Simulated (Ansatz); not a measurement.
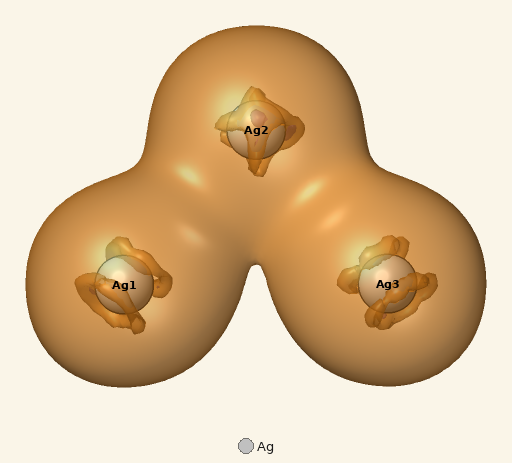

The picture shows: Ag···Ag···Ag (charge +1, quintet). Isosurfaces of the spin density at +0.02 (orange) and −0.02 e/Å³ (purple), seen at a tilt.

Geometry: B3LYP-D4/def2-TZVP; core potentials replace the inner electrons of Ag.

The calculation used UKS PBE0-D4/def2-TZVP (Ansatz 0.2.0).

**Describe the spin distribution.**

The unpaired spin (4 electrons) lies mostly on Ag2 (about 1.4), Ag1 (about 1.3) and Ag3 (about 1.3), in electrons by Hirshfeld's partition.
